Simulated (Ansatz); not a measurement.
# F₂H₃NOSi: how energies converge with the basis set

Aim: see how fast density functionals converge with the basis set for F₂H₃NOSi.

Computed with Ansatz 0.2.0, Gaussian basis. Level: one geometry, several basis sets.

The runs, in order: PBE0-D4/def2-SVP; ωB97M-V/def2-SVP; PBE0-D4/def2-QZVPP; ωB97M-V/def2-QZVPP; the functionals' def2-TZVPP values are taken from earlier runs.

## (1) Structure used throughout

The geometry comes from an earlier relaxation with PBE0-D4 in a triple-zeta def2 set; it is a stationary point, not always the lowest conformer.

8 atoms, charge 0, spin multiplicity 1.

Atoms are counted from 1 here; the program's logs count them from 0.

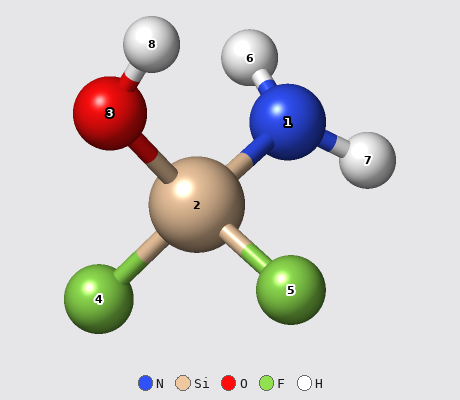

The structure; nitrogen blue, silicon light orange, oxygen red, fluorine green, hydrogen white; atoms are numbered from 1 in the order of the file.

## (2) PBE0-D4 in def2-SVP

Contents of in.yaml:

```yaml
crystal:
  periodic: [false, false, false]
  atoms:
    - {symbol: N, position_ang: [-0.442338, 1.046823, 0.335441]}
    - {symbol: Si, position_ang: [0.149747, -0.326185, -0.442813]}
    - {symbol: O, position_ang: [0.387314, -1.558925, 0.578905]}
    - {symbol: F, position_ang: [-0.787632, -0.930366, -1.563318]}
    - {symbol: F, position_ang: [1.475467, 0.124103, -1.183053]}
    - {symbol: H, position_ang: [-1.266006, 1.005442, 0.911870]}
    - {symbol: H, position_ang: [-0.311688, 1.959356, -0.068315]}
    - {symbol: H, position_ang: [0.887338, -1.377247, 1.375484]}
basis:
  gaussian: {orbitals: def2-SVP}
hamiltonian: {xc: pbe0, dispersion: d4}
output: {orbitals: {seedname: orbitals}}
```

After this run come: ωB97M-V in def2-SVP; PBE0-D4 in def2-QZVPP; ωB97M-V in def2-QZVPP.

Before running them: what should the planned runs give, taken together? Wanted: PBE0-D4: double and triple zeta above quadruple; ωB97M-V: double and triple zeta above quadruple.

The runs gave:

| quantity | value |
| --- | --- |
| PBE0-D4: double and triple zeta above quadruple | 15.55, 0.82 eV |
| ωB97M-V: double and triple zeta above quadruple | 15.72, 0.77 eV |

What this shows: For PBE0-D4 the step from double to triple zeta gains 14.73 eV and the next only 0.82 eV. These are total energies; as a rule much of such shifts cancels in differences, which this series doesn't test. The LUMO of ωB97M-V is positive and keeps falling with the basis (2.70 to 1.29 eV): an unbound level that the basis holds in place.
